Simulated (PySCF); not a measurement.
**C3H5GaO2: geometry, electronic excitations**

What electronic excitations should C3H5GaO2 (`C1=C[O][GaH2-][O+]=C1`) show?

Computed with PySCF 2.14.0, with density-fitted response routines of our own, on a single molecule in the gas phase. Atoms are numbered from 0 throughout.

## Step 1: Starting geometry

11 atoms, charge 0, multiplicity 1; geometry from: GFN2-xTB. The atoms were then displaced at random by about 0.01 Å, so the start is not that level's minimum.

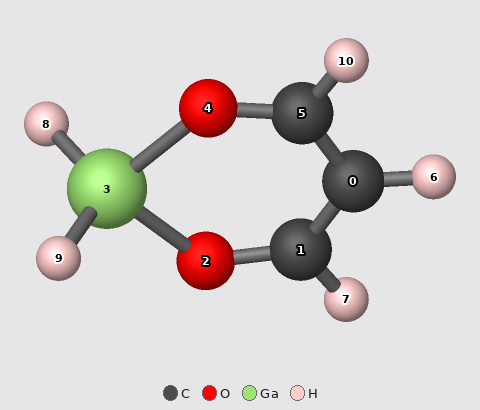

As it starts; carbon dark grey, oxygen red, gallium green, hydrogen pink, atoms numbered.

## Step 2: Relaxing the molecule at PBE0-D3(BJ)/def2-SVP

What the job is given:

```
{"job": {"xc": "PBE0", "basis": "def2-SVP", "d3": "d3bj", "grid": 1, "shake": 0.01, "kind": "geom"}, "charge": 0, "multiplicity": 1}
C      1.384380     0.396760     0.006470
C      1.057840    -0.916870     0.236600
O     -0.113310    -1.427820     0.256480
Ga    -1.777590    -0.559470    -0.013160
O     -0.883390     1.115840    -0.279850
C      0.359180     1.359050    -0.238950
H      2.401870     0.739480     0.005170
H      1.914800    -1.596220     0.417700
H     -2.391800    -1.015650    -1.335570
H     -2.566290    -0.514690     1.336770
H      0.652420     2.393740    -0.407330
```

Started as:

```console
$ OMP_NUM_THREADS=1 python probes_run.py task.json out
```

One launch serves the whole session: the jobs run in the order shown.

Output:

```text
step   0  E = -2191.66462217  max force = 0.031587
step   1  E = -2191.66757978  max force = 0.016435
step   2  E = -2191.66883459  max force = 0.006734
step   3  E = -2191.66885111  max force = 0.009496
step   4  E = -2191.66914548  max force = 0.002950
step   5  E = -2191.66923081  max force = 0.001532
step   6  E = -2191.66925524  max force = 0.000508
step   7  E = -2191.66927653  max force = 0.000535
step   8  E = -2191.66930337  max force = 0.000973
step   9  E = -2191.66931892  max force = 0.000711
step  10  E = -2191.66932859  max force = 0.000520
step  11  E = -2191.66933116  max force = 0.000257
optimisation converged
```

Run time: 78 s. Hardware: 1 thread of Arm Neoverse V2, shared host; peak memory 0.54 GiB.

The steps of the relaxation:

```
step  energy from step 0 (eV)  largest force component (eV/Å)
   0                   0.0000                          1.6243
   1                  -0.0805                          0.8451
   2                  -0.1146                          0.3463
   3                  -0.1151                          0.4883
   4                  -0.1231                          0.1517
   5                  -0.1254                          0.0788
   6                  -0.1261                          0.0261
   7                  -0.1267                          0.0275
   8                  -0.1274                          0.0500
   9                  -0.1278                          0.0366
  10                  -0.1281                          0.0267
  11                  -0.1281                          0.0132
```

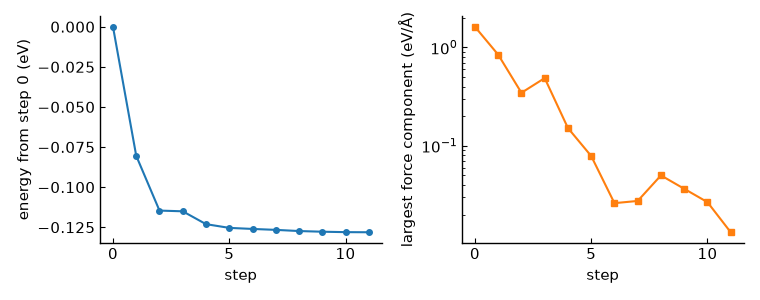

Energy and largest force along the relaxation.

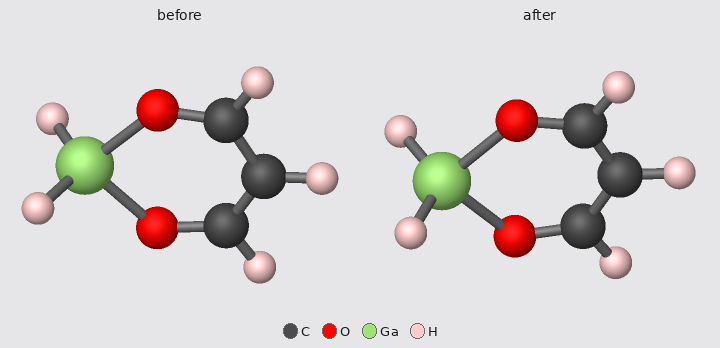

Before and after, at one scale.

Close pairs (by a distance rule), those that changed most:

```
  bond  before (Å)  after (Å)  change (Å)
O2–Ga3       1.896      1.963      +0.066
Ga3–O4       1.918      1.965      +0.047
Ga3–H8       1.528      1.562      +0.034
 C0–C5       1.427      1.398      -0.029
 C0–C1       1.373      1.398      +0.025
C5–H10       1.089      1.106      +0.017
 C0–H6       1.074      1.090      +0.016
 C1–O2       1.278      1.263      -0.015
```

The end geometry stands in the next job.

```
                         at the end point                value
  point group (found at 0.08 Å tolerance)                  C2v
rotational constants (GHz, main isotopes)  4.453, 2.220, 1.517
                        dipole moment (D)                 2.95
```

## Step 3: TDDFT and polarisability: PBE0/aug-cc-pVDZ

What the job is given:

```
{"job": {"kind": "uv", "xc": "PBE0", "basis": "aug-cc-pVDZ"}, "charge": 0, "multiplicity": 1}
C      1.337617     0.351213    -0.212315
C      1.032634    -0.988705     0.044557
O     -0.110745    -1.482776     0.255667
Ga    -1.796741    -0.478517     0.282704
O     -0.879756     1.215624    -0.103629
C      0.364651     1.353926    -0.267866
H      2.379329     0.626627    -0.376036
H      1.870911    -1.709263     0.069140
H     -2.592643    -0.873978    -1.001764
H     -2.273573    -0.416363     1.768654
H      0.703095     2.385559    -0.477785
```

Level: TDDFT PBE0/aug-cc-pVDZ, vertical, gas phase, core orbitals frozen in the response.

Output:

```text
coarse grid: 45680 points
cycle   1  E = -2191.9568804448  dE =  4.558e-01  |g| = 8.721e-01  |ddm| = 8.602e+00
cycle   2  E = -2191.5453565769  dE =  4.115e-01  |g| = 1.689e+00  |ddm| = 3.879e+00
cycle   3  E = -2192.0960341125  dE = -5.507e-01  |g| = 1.817e-01  |ddm| = 2.441e+00
cycle   4  E = -2192.1037314029  dE = -7.697e-03  |g| = 5.653e-02  |ddm| = 5.160e-01
cycle   5  E = -2192.1044915090  dE = -7.601e-04  |g| = 1.286e-02  |ddm| = 1.342e-01
cycle   6  E = -2192.1045284875  dE = -3.698e-05  |g| = 2.162e-03  |ddm| = 4.951e-02
cycle   7  E = -2192.1045294365  dE = -9.490e-07  |g| = 4.437e-04  |ddm| = 5.795e-03
final grid: 96192 points
cycle   8  E = -2192.1045570225  dE = -2.949e-08  |g| = 5.706e-04  |ddm| = 1.266e-02
cycle   9  E = -2192.1045569020  dE =  1.204e-07  |g| = 9.586e-04  |ddm| = 2.746e-03
cycle  10  E = -2192.1045570925  dE = -1.905e-07  |g| = 1.530e-04  |ddm| = 1.597e-03
cycle  11  E = -2192.1045570977  dE = -5.208e-09  |g| = 1.320e-05  |ddm| = 2.819e-04
cycle  12  E = -2192.1045570977  dE = -2.547e-11  |g| = 9.534e-06  |ddm| = 4.087e-05
converged SCF energy = -2192.1045570977

Static polarisability (au): isotropic 72.201, principal 56.406 77.011 83.185

Singlet excitations
state   eV       nm        f      main configurations
  1   4.3485    285.1   0.07330   H->L 0.94
  2   4.3839    282.8   0.00124   H-1->L 0.99
  3   5.5838    222.0   0.10528   H-2->L 0.94
  4   5.6321    220.1   0.00000   H-3->L 0.93
  5   6.0442    205.1   0.03049   H->L+1 0.97
  6   6.3408    195.5   0.00000   H->L+2 0.88
  7   6.7956    182.4   0.00000   H->L+3 0.90
  8   6.8278    181.6   0.00049   H->L+4 0.61, H->L+6 0.29
  9   7.0478    175.9   0.03112   H->L+6 0.56, H->L+4 0.27, H->L+5 0.12
 10   7.0480    175.9   0.00733   H->L+5 0.85

Triplet excitations (Tamm-Dancoff, eV): 2.8809 4.0065 5.0984 5.3243
```

It took 30 s on 1 thread of Arm Neoverse V2, shared host; peak memory 0.88 GiB.

Frontier orbitals and where they lie:

```
orbital     eV                       atoms
 HOMO−3  -9.43  O2 21 %, O4 21 %, Ga3 17 %
 HOMO−2  -8.56  Ga3 29 %, H8 23 %, H9 23 %
 HOMO−1  -8.39   O4 30 %, O2 30 %, C5 11 %
   HOMO  -7.25   C0 28 %, O2 15 %, O4 15 %
   LUMO  -2.13   C5 26 %, C1 26 %, O4 14 %
 LUMO+1  -0.19  H6 27 %, H10 18 %, H7 18 %
 LUMO+2   0.14    Ga3 71 %, H8 4 %, H9 4 %
```

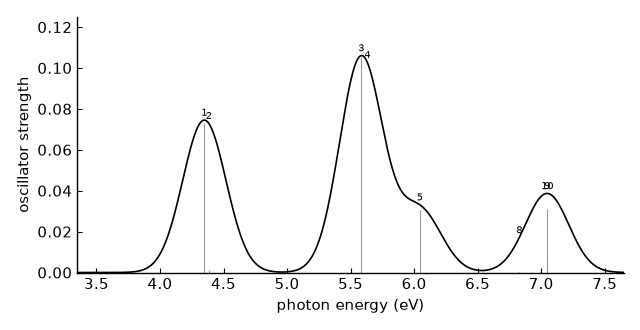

Absorption spectrum from the 10 singlet states computed; above the last one it falls off for lack of states. Lines are broadened to a width of 0.40 eV (Gaussian).

Further results of this job:

```
           property  computed
  dipole moment (D)      2.88
polarisability (Å³)     10.70
 HOMO–LUMO gap (eV)      5.12
      −ε(HOMO) (eV)      7.25
```

## Step 4: Excited states and response: PBE0/def2-TZVPD

Same as in step 3 but for these lines:

```diff
@@ -1,2 +1,2 @@
-{"job": {"kind": "uv", "xc": "PBE0", "basis": "aug-cc-pVDZ"}, "charge": 0, "multiplicity": 1}
+{"job": {"kind": "uv", "xc": "PBE0", "basis": "def2-TZVPD"}, "charge": 0, "multiplicity": 1}
 C      1.337617     0.351213    -0.212315
```

Method: TDDFT PBE0/def2-TZVPD, vertical, gas phase, core orbitals frozen in the response.

Output:

```text
coarse grid: 45680 points
cycle   1  E = -2192.0243215151  dE =  4.410e-01  |g| = 1.135e+00  |ddm| = 3.645e+00
cycle   2  E = -2191.5498935105  dE =  4.744e-01  |g| = 2.007e+00  |ddm| = 3.090e+00
cycle   3  E = -2192.1908409283  dE = -6.409e-01  |g| = 3.105e-01  |ddm| = 1.850e+00
cycle   4  E = -2192.2083293169  dE = -1.749e-02  |g| = 6.299e-02  |ddm| = 3.562e-01
cycle   5  E = -2192.2088062592  dE = -4.769e-04  |g| = 1.112e-02  |ddm| = 7.229e-02
cycle   6  E = -2192.2088321133  dE = -2.585e-05  |g| = 2.851e-03  |ddm| = 2.427e-02
cycle   7  E = -2192.2088337605  dE = -1.647e-06  |g| = 7.002e-04  |ddm| = 4.633e-03
final grid: 96192 points
cycle   8  E = -2192.2088520985  dE = -1.743e-08  |g| = 9.960e-04  |ddm| = 1.651e-02
cycle   9  E = -2192.2088517829  dE =  3.157e-07  |g| = 1.643e-03  |ddm| = 2.960e-03
cycle  10  E = -2192.2088522770  dE = -4.941e-07  |g| = 2.542e-04  |ddm| = 1.534e-03
cycle  11  E = -2192.2088522890  dE = -1.201e-08  |g| = 2.683e-05  |ddm| = 2.666e-04
cycle  12  E = -2192.2088522891  dE = -1.055e-10  |g| = 9.263e-06  |ddm| = 5.805e-05
converged SCF energy = -2192.2088522891

Static polarisability (au): isotropic 72.050, principal 56.020 76.994 83.137

Singlet excitations
state   eV       nm        f      main configurations
  1   4.3515    284.9   0.07186   H->L 0.94
  2   4.3853    282.7   0.00118   H-1->L 0.99
  3   5.5717    222.5   0.10692   H-2->L 0.94
  4   5.6152    220.8   0.00000   H-3->L 0.93
  5   6.2969    196.9   0.03490   H->L+1 0.97
  6   6.4552    192.1   0.00000   H->L+2 0.96
  7   7.0251    176.5   0.00038   H->L+5 0.67, H->L+3 0.27
  8   7.0825    175.1   0.00000   H-4->L 0.92
  9   7.1980    172.2   0.00000   H->L+4 0.97
 10   7.2031    172.1   0.04486   H->L+3 0.67, H->L+5 0.28

Triplet excitations (Tamm-Dancoff, eV): 2.8860 4.0098 5.0815 5.3095
```

It took 55 s on 1 thread of Arm Neoverse V2, shared host; peak memory 1.2 GiB.

This run: HOMO -7.28 eV, LUMO -2.15 eV; lowest singlet 4.35 eV.

## Step 5: Comparing the runs: electronic excitations

Excitations and ground-state properties, with basis size and wall time:

```
             run  lowest singlet (eV)  brightest (eV)      f  gap (eV)  α (Å³)  μ (D)  functions  time
PBE0/aug-cc-pVDZ                 4.35            5.58  0.105      5.12   10.70   2.88        196  30 s
 PBE0/def2-TZVPD                 4.35            5.57  0.107      5.13   10.68   2.90        290  55 s
```

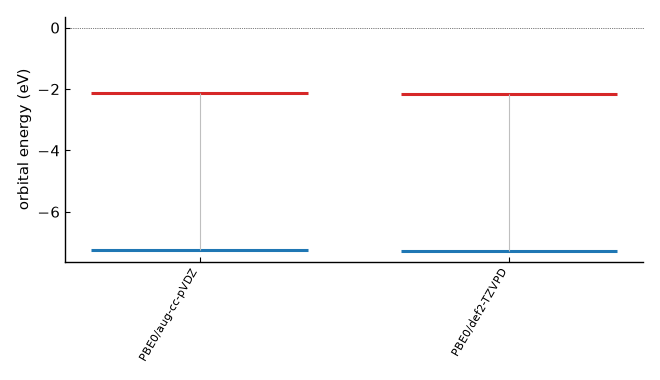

HOMO (blue) and LUMO (red) run by run.

## Step 6: Outcome

| quantity | value |
| --- | --- |
| point group | C2v |
| rotational constants (main isotopes) | 4.45, 2.22, 1.52 GHz |
| lowest singlet (PBE0/aug-cc-pVDZ) | 4.35 eV (285 nm), f = 0.073 |
| brightest single state of those computed | state 3, 5.58 eV, f = 0.105 |
| lowest triplet | 2.88 eV |
| range of the lowest singlet | 4.35 to 4.35 eV |

What this shows: Over 11 steps the energy fell by 0.128 eV; of the close pairs, O2–Ga3 changed most, 1.896 to 1.963 Å. No frequency check was run at this level, so the end point may be a saddle. The first singlet state (HOMO→LUMO 0.94) lies at 4.35 eV and is bright; of the 10 states computed, the strongest absorption comes from state 3 at 5.58 eV. The lowest triplet lies 1.47 eV below the lowest singlet (triplets in Tamm-Dancoff, singlets in full TDDFT).
